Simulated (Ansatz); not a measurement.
**CH3FGeO (SMILES C[O][Ge][F]): density, localisation and related maps**

Input

```
crystal:
  periodic: [false, false, false]
  atoms:
    - {symbol: C, position_ang: [0.281371, -0.244716, -1.443032]}
    - {symbol: F, position_ang: [0.965568, -2.375794, 0.528493]}
    - {symbol: Ge, position_ang: [0.004037, -1.067288, 1.308284]}
    - {symbol: O, position_ang: [-0.205834, -0.017182, -0.132270]}
    - {symbol: H, position_ang: [-0.568950, -0.270489, -2.135456]}
    - {symbol: H, position_ang: [0.838973, -1.186021, -1.513248]}
    - {symbol: H, position_ang: [0.934786, 0.589688, -1.725847]}
basis:
  gaussian:
    orbitals: def2-TZVPD
hamiltonian:
  xc: {name: PBE0}
output: {forces: true, orbitals: {seedname: orbitals}}
```

Launched as:

```sh
ansatz run input.yaml --threads 2 --pin off --max-ram 4350MiB --events-out events.jsonl --progress --plain --runs-dir runs
```

Geometry: PBE0-D3(BJ)/pcseg-1.

Theory: Ansatz, isolated molecule in a Gaussian basis; Kohn-Sham density functional theory, functional PBE0.

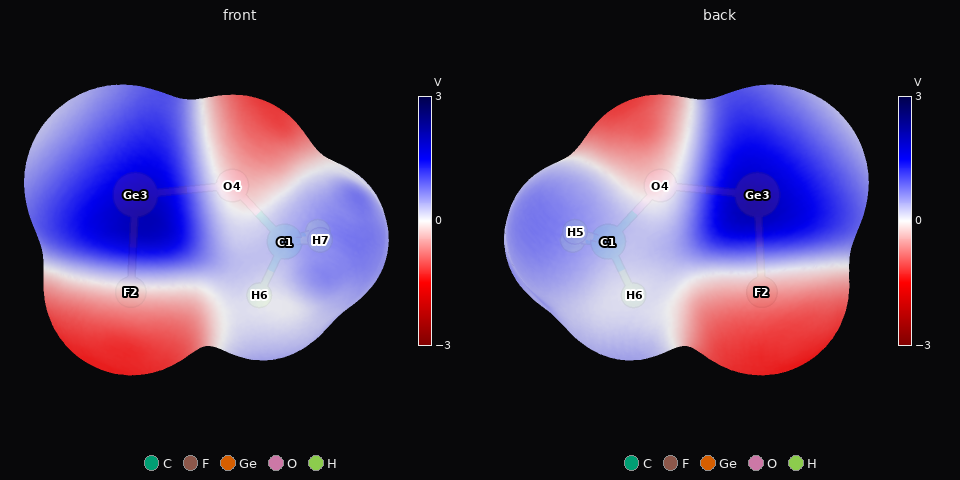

Figure 1. The electrostatic potential painted on the density surface at 0.002 e/bohr³, seen from the front and from behind; red is negative and blue positive.

> Where is the surface potential most negative and most positive?

The most negative region (about −1.3 V) lies over F2, the most positive (about +2.0 V) over Ge3.

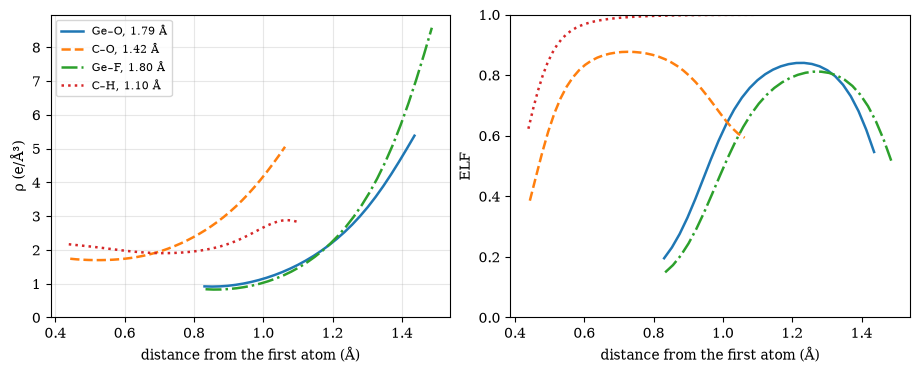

Figure 2. Electron density and ELF along straight lines between neighbouring atoms. The curves leave out the atomic cores.

> Compare the contacts.

Ge–O (1.79 Å): ρ is about 0.94 e/Å³ halfway; the ELF peaks at about 0.85 in the valence shell of O, 0.6 Å from its nucleus, and is about 0.35 at the midpoint.
C–O (1.42 Å): ρ at the midpoint is about 2 e/Å³, with its minimum of 1.7 e/Å³ about 0.5 Å from C; the ELF peaks at about 0.90 between the atoms, as expected for a polar covalent bond.
Ge–F (1.80 Å): ρ is about 0.84 e/Å³ halfway; the ELF peaks at about 0.80 in the valence shell of F, 0.5 Å from its nucleus, and is about 0.25 at the midpoint.
C–H (1.10 Å): the density is about 2 e/Å³ at the midpoint; the ELF climbs to about 1 towards the hydrogen, as it does in any bond to H; an ordinary covalent bond to hydrogen.

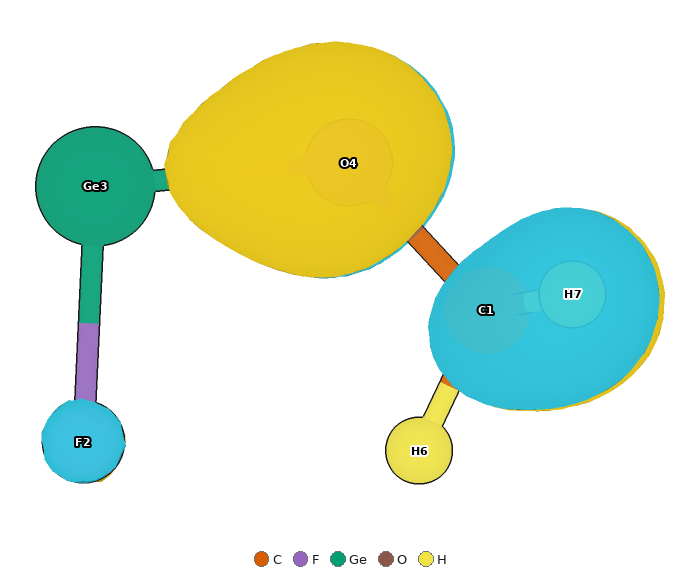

Figure 3. The HOMO−1 at ±0.15 Å⁻³ᐟ² (yellow and cyan are the two phases), seen at a tilt.

> Describe this orbital and give its energy.

Its weight (Hirshfeld) is mainly on O4 (about 55 %), C1 (about 15 %), Ge3 (about 10 %), H5 (about 10 %) and H7 (about 10 %). Its energy is −8.55 eV.
